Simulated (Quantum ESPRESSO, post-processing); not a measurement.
# Cl on fcc sites of Ru(0001), stepped through the coverage, part 8 of 8

What law, if any, do the results for Cl on fcc sites of Ru(0001) follow against the coverage?

Quantum ESPRESSO 7.5; plane-wave DFT, PBE, GBRV ultrasoft pseudopotentials.

So far. Step 9 (Relaxation with pw.x, 0.75 ML): The relaxation lowers the energy by 9 meV an atom. On the free atoms the largest force ends at 0.036 eV/Å. Step 10 (SCF with pw.x, 0.75 ML): Inside the slab this potential holds the local part of the pseudopotentials, which can be repulsive at the nuclei; only its value in the vacuum has a meaning of its own.

### 11. Relaxation with pw.x, 1 ML

System of this step: Ru(0001), 3 layers, 1 sites a cell, 1 Cl on fcc sites. The cell holds 4 atoms: 3 Ru and 1 Cl. Cell: a = 2.720 Å, b = 2.720 Å, c = 20.265 Å, α = 90.0°, β = 90.0°, γ = 60.0°. It derives from Ru. Vacuum lies along c.

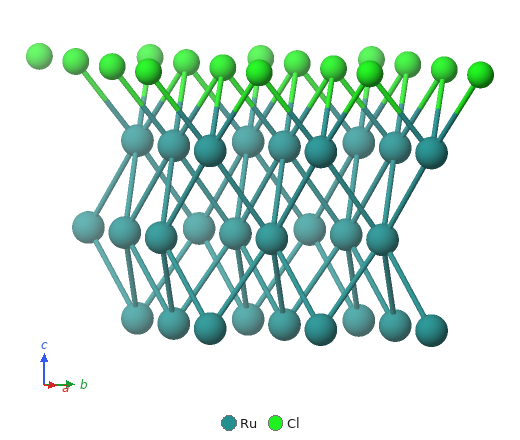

The cell of this step (ruthenium teal, chlorine green). Bonds to atoms that aren't drawn are left out. 3×3×1 cells are drawn. Some periodic images of atoms are drawn too.

Input file m8.relax.in:

```
&control
  prefix = 'm8.relax'
  outdir = './out'
  pseudo_dir = './pseudo'
  nstep = 70
  forc_conv_thr = 0.0015
  calculation = 'relax'
/
&system
  ibrav = 0
  nat = 4
  ntyp = 2
  ecutwfc = 40
  ecutrho = 200
  occupations = 'smearing'
  smearing = 'mv'
  degauss = 0.02
/
&electrons
  conv_thr = 1e-07
  mixing_beta = 0.3
  electron_maxstep = 120
  mixing_mode = 'local-TF'
/
&ions
/
ATOMIC_SPECIES
  Ru  101.0700  ru_pbe_v1.2.uspp.F.UPF
  Cl  35.4500  cl_pbe_v1.4.uspp.F.UPF
CELL_PARAMETERS angstrom
  2.72024409300000 0.00000000000000 0.00000000000000
  1.36012204650000 2.35580048903256 0.00000000000000
  0.00000000000000 0.00000000000000 20.26512925028532
ATOMIC_POSITIONS crystal
  Ru  0.666666666700 0.666666666700 0.346438030791 0 0 0
  Ru  0.333333333400 0.333333333400 0.452269900083 0 0 0
  Ru  0.666666666700 0.666666666700 0.558101769375
  Cl  0.000000000000 0.000000000000 0.653561969209
K_POINTS automatic
  9 9 1 0 0 0
```

Launch:

```bash
$ OMP_NUM_THREADS=1 mpirun -n 8 pw.x -nk 4 -in m8.relax.in > m8.relax.out
```

What it wrote:

```text
[banner, memory and clock lines left out]
Program PWSCF v.7.5 starts
[...]
Message from routine setup:
[...]
number of electrons       =        55.00
     number of Kohn-Sham states=           34
     kinetic-energy cutoff     =      40.0000  Ry
     charge density cutoff     =     200.0000  Ry
[...]
number of k points=    12  Marzari-Vanderbilt smearing, width (Ry)=  0.0200
[...]
Dense  grid:    41927 G-vectors     FFT dimensions: (  24,  24, 180)
[...]
negative rho (up, down):  2.551E-01 0.000E+00
     Starting wfcs are   43 randomized atomic wfcs
[...]
negative rho (up, down):  2.786E-01 0.000E+00
[...]
estimated scf accuracy    <     270.99389457 Ry
[...]
negative rho (up, down):  2.992E-01 0.000E+00
[...]
estimated scf accuracy    <     146.12671293 Ry
[...]
negative rho (up, down):  2.790E-01 0.000E+00
[...]
estimated scf accuracy    <      19.95078632 Ry
[...]
negative rho (up, down):  2.741E-01 0.000E+00
[...]
estimated scf accuracy    <       5.10776889 Ry
[...]
negative rho (up, down):  2.703E-01 0.000E+00
[...]
estimated scf accuracy    <       0.85842669 Ry
[...]
negative rho (up, down):  2.669E-01 0.000E+00
[...]
estimated scf accuracy    <       1.08432760 Ry
[...]
negative rho (up, down):  2.615E-01 0.000E+00
[...]
estimated scf accuracy    <       1.34339062 Ry
[...]
negative rho (up, down):  2.540E-01 0.000E+00
[...]
estimated scf accuracy    <       4.49958540 Ry
[...]
negative rho (up, down):  2.538E-01 0.000E+00
[...]
estimated scf accuracy    <       0.11342439 Ry
[...]
negative rho (up, down):  2.478E-01 0.000E+00
[...]
estimated scf accuracy    <       0.20586703 Ry
[...]
negative rho (up, down):  2.458E-01 0.000E+00
[...]
estimated scf accuracy    <       0.02110241 Ry
[...]
negative rho (up, down):  2.495E-01 0.000E+00
[...]
estimated scf accuracy    <       0.08781584 Ry
[...]
negative rho (up, down):  2.735E-01 0.000E+00
[...]
estimated scf accuracy    <       0.01007018 Ry
[...]
negative rho (up, down):  2.722E-01 0.000E+00
[...]
estimated scf accuracy    <       0.00941150 Ry
[...]
negative rho (up, down):  2.634E-01 0.000E+00
[...]
estimated scf accuracy    <       0.00358286 Ry
[...]
negative rho (up, down):  2.584E-01 0.000E+00
[...]
estimated scf accuracy    <       0.00790545 Ry
[...]
negative rho (up, down):  2.553E-01 0.000E+00
[...]
estimated scf accuracy    <       0.00068457 Ry
[...]
negative rho (up, down):  2.528E-01 0.000E+00
[...]
estimated scf accuracy    <       0.00021673 Ry
[...]
negative rho (up, down):  2.509E-01 0.000E+00
[...]
estimated scf accuracy    <       0.00014198 Ry
[...]
negative rho (up, down):  2.495E-01 0.000E+00
[...]
estimated scf accuracy    <       0.00006444 Ry
[...]
negative rho (up, down):  2.486E-01 0.000E+00
[...]
estimated scf accuracy    <       0.00003488 Ry
[...]
negative rho (up, down):  2.482E-01 0.000E+00
[...]
estimated scf accuracy    <       0.00001987 Ry
[...]
negative rho (up, down):  2.483E-01 0.000E+00
[...]
estimated scf accuracy    <       0.00000559 Ry
[...]
negative rho (up, down):  2.484E-01 0.000E+00
[...]
estimated scf accuracy    <       0.00000031 Ry
[...]
negative rho (up, down):  2.483E-01 0.000E+00
[...]
the Fermi energy is     5.7404 ev
!    total energy              =    -615.92386829 Ry
     estimated scf accuracy    <       0.00000008 Ry
     smearing contrib. (-TS)   =       0.00191455 Ry
     internal energy E=F+TS    =    -615.92578284 Ry
[...]
one-electron contribution =   -4329.26824276 Ry
     hartree contribution      =    2172.25683087 Ry
     xc contribution           =     -87.24013114 Ry
     ewald contribution        =    1628.32576020 Ry
     convergence has been achieved in  25 iterations
     negative rho (up, down):  2.483E-01 0.000E+00
[...]
Total force =     0.040814     Total SCF correction =     0.001243
[...]
negative rho (up, down):  2.472E-01 0.000E+00
[...]
negative rho (up, down):  2.471E-01 0.000E+00
[...]
estimated scf accuracy    <       0.13440791 Ry
[...]
negative rho (up, down):  2.471E-01 0.000E+00
[...]
estimated scf accuracy    <       0.01156459 Ry
[...]
negative rho (up, down):  2.472E-01 0.000E+00
[...]
estimated scf accuracy    <       0.00394922 Ry
[...]
negative rho (up, down):  2.472E-01 0.000E+00
[...]
estimated scf accuracy    <       0.00031975 Ry
[...]
negative rho (up, down):  2.473E-01 0.000E+00
[...]
estimated scf accuracy    <       0.00006038 Ry
[...]
negative rho (up, down):  2.473E-01 0.000E+00
[...]
estimated scf accuracy    <       0.00001404 Ry
[...]
negative rho (up, down):  2.472E-01 0.000E+00
[...]
estimated scf accuracy    <       0.00000394 Ry
[...]
negative rho (up, down):  2.472E-01 0.000E+00
[...]
estimated scf accuracy    <       0.00000130 Ry
[...]
negative rho (up, down):  2.472E-01 0.000E+00
[...]
estimated scf accuracy    <       0.00000028 Ry
[...]
negative rho (up, down):  2.473E-01 0.000E+00
[...]
estimated scf accuracy    <       0.00000014 Ry
[...]
negative rho (up, down):  2.473E-01 0.000E+00
[...]
the Fermi energy is     5.7040 ev
!    total energy              =    -615.92528547 Ry
     estimated scf accuracy    <       0.00000002 Ry
     smearing contrib. (-TS)   =       0.00202277 Ry
     internal energy E=F+TS    =    -615.92730824 Ry
[...]
one-electron contribution =   -4337.32014586 Ry
     hartree contribution      =    2176.23858596 Ry
     xc contribution           =     -87.23555941 Ry
     ewald contribution        =    1632.38981106 Ry
     convergence has been achieved in  11 iterations
     negative rho (up, down):  2.473E-01 0.000E+00
[...]
Total force =     0.028843     Total SCF correction =     0.000207
[...]
negative rho (up, down):  2.509E-01 0.000E+00
[...]
negative rho (up, down):  2.509E-01 0.000E+00
[...]
estimated scf accuracy    <       0.16878996 Ry
[...]
negative rho (up, down):  2.509E-01 0.000E+00
[...]
estimated scf accuracy    <       0.01594963 Ry
[...]
negative rho (up, down):  2.509E-01 0.000E+00
[...]
estimated scf accuracy    <       0.00450667 Ry
[...]
negative rho (up, down):  2.510E-01 0.000E+00
[...]
estimated scf accuracy    <       0.00040565 Ry
[...]
negative rho (up, down):  2.511E-01 0.000E+00
[...]
estimated scf accuracy    <       0.00006919 Ry
[...]
negative rho (up, down):  2.511E-01 0.000E+00
[...]
estimated scf accuracy    <       0.00001728 Ry
[...]
negative rho (up, down):  2.510E-01 0.000E+00
[...]
estimated scf accuracy    <       0.00000462 Ry
[...]
negative rho (up, down):  2.510E-01 0.000E+00
[...]
estimated scf accuracy    <       0.00000161 Ry
[...]
negative rho (up, down):  2.510E-01 0.000E+00
[...]
estimated scf accuracy    <       0.00000045 Ry
[...]
negative rho (up, down):  2.510E-01 0.000E+00
[...]
estimated scf accuracy    <       0.00000019 Ry
[...]
negative rho (up, down):  2.510E-01 0.000E+00
[...]
estimated scf accuracy    <       0.00000004 Ry
[...]
negative rho (up, down):  2.510E-01 0.000E+00
[...]
estimated scf accuracy    <       0.00000002 Ry
[...]
negative rho (up, down):  2.510E-01 0.000E+00
[...]
the Fermi energy is     5.6711 ev
!    total energy              =    -615.92629405 Ry
     estimated scf accuracy    <          3.8E-09 Ry
     smearing contrib. (-TS)   =       0.00216847 Ry
     internal energy E=F+TS    =    -615.92846252 Ry
[...]
one-electron contribution =   -4346.75386711 Ry
     hartree contribution      =    2180.90654764 Ry
     xc contribution           =     -87.23264156 Ry
     ewald contribution        =    1637.15149851 Ry
     convergence has been achieved in  13 iterations
     negative rho (up, down):  2.510E-01 0.000E+00
[...]
Total force =     0.017039     Total SCF correction =     0.000276
[...]
negative rho (up, down):  2.489E-01 0.000E+00
[...]
negative rho (up, down):  2.488E-01 0.000E+00
[...]
estimated scf accuracy    <       0.38237221 Ry
[...]
negative rho (up, down):  2.488E-01 0.000E+00
[...]
estimated scf accuracy    <       0.03800018 Ry
[...]
negative rho (up, down):  2.489E-01 0.000E+00
[...]
estimated scf accuracy    <       0.00886848 Ry
[...]
negative rho (up, down):  2.491E-01 0.000E+00
[...]
estimated scf accuracy    <       0.00095914 Ry
[...]
negative rho (up, down):  2.492E-01 0.000E+00
[...]
estimated scf accuracy    <       0.00011421 Ry
[...]
negative rho (up, down):  2.491E-01 0.000E+00
[...]
estimated scf accuracy    <       0.00003987 Ry
[...]
negative rho (up, down):  2.491E-01 0.000E+00
[...]
estimated scf accuracy    <       0.00001542 Ry
[...]
negative rho (up, down):  2.490E-01 0.000E+00
[...]
estimated scf accuracy    <       0.00000411 Ry
[...]
negative rho (up, down):  2.490E-01 0.000E+00
[...]
estimated scf accuracy    <       0.00000173 Ry
[...]
negative rho (up, down):  2.491E-01 0.000E+00
[...]
estimated scf accuracy    <       0.00000054 Ry
[...]
negative rho (up, down):  2.491E-01 0.000E+00
[...]
estimated scf accuracy    <       0.00000017 Ry
[...]
negative rho (up, down):  2.491E-01 0.000E+00
[...]
estimated scf accuracy    <       0.00000005 Ry
[...]
negative rho (up, down):  2.491E-01 0.000E+00
[...]
estimated scf accuracy    <       0.00000002 Ry
[...]
negative rho (up, down):  2.491E-01 0.000E+00
[...]
the Fermi energy is     5.6299 ev
!    total energy              =    -615.92686474 Ry
     estimated scf accuracy    <          2.9E-09 Ry
     smearing contrib. (-TS)   =       0.00241663 Ry
     internal energy E=F+TS    =    -615.92928137 Ry
[...]
one-electron contribution =   -4361.08953885 Ry
     hartree contribution      =    2188.00260403 Ry
     xc contribution           =     -87.23076971 Ry
     ewald contribution        =    1644.38842315 Ry
     convergence has been achieved in  14 iterations
     negative rho (up, down):  2.491E-01 0.000E+00
[...]
Total force =     0.000969     Total SCF correction =     0.000075
[...]
negative rho (up, down):  2.486E-01 0.000E+00
[...]
negative rho (up, down):  2.486E-01 0.000E+00
[...]
estimated scf accuracy    <       0.00124838 Ry
[...]
negative rho (up, down):  2.486E-01 0.000E+00
[...]
estimated scf accuracy    <       0.00012393 Ry
[...]
negative rho (up, down):  2.486E-01 0.000E+00
[...]
estimated scf accuracy    <       0.00003073 Ry
[...]
negative rho (up, down):  2.486E-01 0.000E+00
[...]
estimated scf accuracy    <       0.00000309 Ry
[...]
negative rho (up, down):  2.486E-01 0.000E+00
[...]
estimated scf accuracy    <       0.00000055 Ry
[...]
negative rho (up, down):  2.486E-01 0.000E+00
[...]
estimated scf accuracy    <       0.00000011 Ry
[...]
negative rho (up, down):  2.486E-01 0.000E+00
[...]
estimated scf accuracy    <       0.00000004 Ry
[...]
negative rho (up, down):  2.486E-01 0.000E+00
[...]
estimated scf accuracy    <          7.3E-09 Ry
[...]
negative rho (up, down):  2.486E-01 0.000E+00
[...]
estimated scf accuracy    <          2.2E-09 Ry
[...]
negative rho (up, down):  2.486E-01 0.000E+00
[...]
the Fermi energy is     5.6278 ev
!    total energy              =    -615.92686641 Ry
     estimated scf accuracy    <          6.7E-10 Ry
     smearing contrib. (-TS)   =       0.00242923 Ry
     internal energy E=F+TS    =    -615.92929564 Ry
[...]
one-electron contribution =   -4361.98397989 Ry
     hartree contribution      =    2188.44583207 Ry
     xc contribution           =     -87.23089655 Ry
     ewald contribution        =    1644.83974873 Ry
     convergence has been achieved in  10 iterations
     negative rho (up, down):  2.486E-01 0.000E+00
[...]
Total force =     0.000356     Total SCF correction =     0.000137
[...]
```

The job ended after 41 s (8 MPI ranks of Arm Neoverse V1, shared host; peak memory 0.55 GiB; 5.4 min of CPU time).

The steps of the relaxation:

| step | energy less that of the first step (eV) | largest force (eV/Å) |
| --- | --- | --- |
| 1 | 0.0000 | 0.9939 |
| 2 | -0.0193 | 0.7138 |
| 3 | -0.0330 | 0.4274 |
| 4 | -0.0408 | 0.0243 |
| 5 | -0.0408 | 0.0089 |

The atoms that moved most (Å):

| atom | dx | dy | dz | length |
| --- | --- | --- | --- | --- |
| Ru3 | 0.000 | 0.000 | -0.078 | 0.078 |
| Cl4 | 0.000 | 0.000 | 0.022 | 0.022 |

The relaxed structure:

```xyz
4
Lattice="2.7202 0.0000 0.0000 1.3601 2.3558 0.0000 0.0000 0.0000 20.2651" Properties=species:S:1:pos:R:3
Ru    2.7202    1.5705    7.0206
Ru    1.3601    0.7853    9.1653
Ru    2.7202    1.5705   11.2325
Cl    0.0000    0.0000   13.2660
```

The relaxation lowers the energy by 10 meV an atom. On the free atoms the largest force ends at 0.009 eV/Å.

Read from the output:

- free energy: -8380.1119 eV
- Fermi energy: 5.628 eV

### 12. Self-consistent run, 1 ML

Input file m8.esm.in:

```
&control
  prefix = 'm8.esm'
  outdir = './out'
  pseudo_dir = './pseudo'
  calculation = 'scf'
  tprnfor = .true.
/
&system
  ibrav = 0
  nat = 4
  ntyp = 2
  ecutwfc = 40
  ecutrho = 200
  occupations = 'smearing'
  smearing = 'mv'
  degauss = 0.02
  assume_isolated = 'esm'
  esm_bc = 'bc1'
/
&electrons
  conv_thr = 1e-07
  mixing_beta = 0.25
  electron_maxstep = 160
  mixing_mode = 'local-TF'
  mixing_ndim = 12
/
ATOMIC_SPECIES
  Ru  101.0700  ru_pbe_v1.2.uspp.F.UPF
  Cl  35.4500  cl_pbe_v1.4.uspp.F.UPF
CELL_PARAMETERS angstrom
  2.72024409300000 0.00000000000000 0.00000000000000
  1.36012204650000 2.35580048903256 0.00000000000000
  0.00000000000000 0.00000000000000 20.26512925028532
ATOMIC_POSITIONS crystal
  Ru  0.666666666700 0.666666666700 -0.154092892200
  Ru  0.333333333400 0.333333333400 -0.048261022900
  Ru  0.666666666700 0.666666666700 0.053744504200
  Cl  0.000000000000 0.000000000000 0.154092892200
K_POINTS automatic
  9 9 1 0 0 0
```

Launch:

```bash
$ OMP_NUM_THREADS=1 mpirun -n 8 pw.x -nk 4 -in m8.esm.in > m8.esm.out
```

What it wrote:

```text
[banner, memory and clock lines left out]
Program PWSCF v.7.5 starts
[...]
Message from routine setup:
[...]
number of electrons       =        55.00
     number of Kohn-Sham states=           34
     kinetic-energy cutoff     =      40.0000  Ry
     charge density cutoff     =     200.0000  Ry
[...]
number of k points=    12  Marzari-Vanderbilt smearing, width (Ry)=  0.0200
[...]
Dense  grid:    41927 G-vectors     FFT dimensions: (  24,  24, 180)
[...]
negative rho (up, down):  2.532E-01 0.000E+00
     Starting wfcs are   43 randomized atomic wfcs
[...]
negative rho (up, down):  3.697E-01 0.000E+00
[...]
estimated scf accuracy    <     574.47022353 Ry
[...]
negative rho (up, down):  3.536E-01 0.000E+00
[...]
estimated scf accuracy    <      43.55358467 Ry
[...]
negative rho (up, down):  3.089E-01 0.000E+00
[...]
estimated scf accuracy    <      32.87223890 Ry
[...]
negative rho (up, down):  3.218E-01 0.000E+00
[...]
estimated scf accuracy    <      43.49809732 Ry
[...]
negative rho (up, down):  2.831E-01 0.000E+00
[...]
estimated scf accuracy    <       2.24056334 Ry
[...]
negative rho (up, down):  2.945E-01 0.000E+00
[...]
estimated scf accuracy    <       4.70855420 Ry
[...]
negative rho (up, down):  2.923E-01 0.000E+00
[...]
estimated scf accuracy    <       4.23019839 Ry
[...]
negative rho (up, down):  2.514E-01 0.000E+00
[...]
estimated scf accuracy    <       3.76712960 Ry
[...]
negative rho (up, down):  2.514E-01 0.000E+00
[...]
estimated scf accuracy    <       7.53004316 Ry
[...]
negative rho (up, down):  2.484E-01 0.000E+00
[...]
estimated scf accuracy    <       1.97517019 Ry
[...]
negative rho (up, down):  2.476E-01 0.000E+00
[...]
estimated scf accuracy    <       0.40108729 Ry
[...]
negative rho (up, down):  2.541E-01 0.000E+00
[...]
estimated scf accuracy    <       0.52623339 Ry
[...]
negative rho (up, down):  2.463E-01 0.000E+00
[...]
estimated scf accuracy    <       0.00007537 Ry
[...]
negative rho (up, down):  2.465E-01 0.000E+00
[...]
estimated scf accuracy    <       0.00009592 Ry
[...]
negative rho (up, down):  2.465E-01 0.000E+00
[...]
estimated scf accuracy    <       0.00004040 Ry
[...]
negative rho (up, down):  2.463E-01 0.000E+00
[...]
estimated scf accuracy    <       0.00003231 Ry
[...]
negative rho (up, down):  2.463E-01 0.000E+00
[...]
estimated scf accuracy    <       0.00000489 Ry
[...]
negative rho (up, down):  2.463E-01 0.000E+00
[...]
estimated scf accuracy    <       0.00000149 Ry
[...]
negative rho (up, down):  2.463E-01 0.000E+00
[...]
estimated scf accuracy    <       0.00000253 Ry
[...]
negative rho (up, down):  2.462E-01 0.000E+00
[...]
estimated scf accuracy    <       0.00000238 Ry
[...]
negative rho (up, down):  2.462E-01 0.000E+00
[...]
estimated scf accuracy    <       0.00000029 Ry
[...]
negative rho (up, down):  2.462E-01 0.000E+00
[...]
the Fermi energy is    -5.1561 ev
!    total energy              =    -615.92686245 Ry
     estimated scf accuracy    <       0.00000003 Ry
     smearing contrib. (-TS)   =       0.00242539 Ry
     internal energy E=F+TS    =    -615.92928784 Ry
[...]
one-electron contribution =    7669.03467032 Ry
     hartree contribution      =   -3848.86489392 Ry
     xc contribution           =     -87.23087477 Ry
     ewald contribution        =   -4348.86818947 Ry
     convergence has been achieved in  56 iterations
     negative rho (up, down):  2.462E-01 0.000E+00
[...]
Total force =     0.031788     Total SCF correction =     0.001018
[...]
```

Run time: 33 s. Hardware: 8 MPI ranks; peak memory 0.56 GiB; 4.4 min of CPU time.

Read from the output:

```
Fermi energy                                                   : -5.156 eV
vacuum line at the lower end of the cell, over the Fermi level : 5.249 eV
vacuum line at the upper end of the cell, over the Fermi level : 5.064 eV
```

Inside the slab this potential holds the local part of the pseudopotentials, which can be repulsive at the nuclei; only its value in the vacuum has a meaning of its own.

### 13. The series side by side

The series in one table:

| the coverage | adsorption energy an atom, from the free molecule (eV) | work function of the upper face (eV) | work function of the lower face (eV) |
| --- | --- | --- | --- |
| 0 ML | - | 4.945 | 4.945 |
| 0.1111 ML | - | 4.846 | 5.016 |
| 0.1667 ML | - | 4.833 | 5.074 |
| 0.25 ML | - | 4.783 | 5.141 |
| 0.3333 ML | - | 4.882 | 5.184 |
| 0.5 ML | -1.419 | 5.121 | 5.233 |
| 0.6667 ML | -0.9576 | 5.109 | 5.181 |
| 0.75 ML | -0.6739 | 5.031 | 5.199 |
| 1 ML | -0.1492 | 5.064 | 5.249 |

### 14. The arithmetic

At 1 ML: E_ads = [-8380.1119 − 1 × (-7927.0654)]/1 − (-905.7945)/2 = -0.149 eV. Cells and meshes differ along the series, and any error of the slab's energy is multiplied by the number of slab cells an adsorbate, so no value is given under half a monolayer.

### 15. Outcome

| Quantity | Value |
| --- | --- |
| adsorption energy an atom, from the free molecule, at 0.5 ML and at 1 ML | -1.42, -0.15 eV |
| work function of the upper face, at 0 ML and at 1 ML | 4.94, 5.06 eV |

The series holds 9 members (PBE, GBRV ultrasoft). From 0.5 ML to 1 ML the adsorption energy an atom, from the free molecule rises from -1.42 to -0.15 eV. From 0 ML to 1 ML the work function of the upper face goes from 4.94 to 5.06 eV by way of 4.78 at 0.25 ML. The untouched lower face should keep its work function but moves by 0.30 eV, since the slab is thin and cells, meshes or relaxed layers differ between members; changes of the upper face are uncertain by about as much. Thin slabs, one site and one ordered pattern a coverage; no reconstruction or subsurface sites; meshes differ a little between cells.

[Logs are printed without paths, hosts, clocks, repeated set-up lines and the standing remarks that a program may print on its own settings, such as how far it seeks lower states.]

[Hosts, paths, dates, database ids (printed as entryN), source tags and the programs' standing remarks are cut or masked in the printed files.]

[Maps of the electrostatic potential energy from Ansatz leave out the sawtooth potential of an applied field or a dipole correction, so their vacuum need not be flat; planar profiles and work functions include it.]
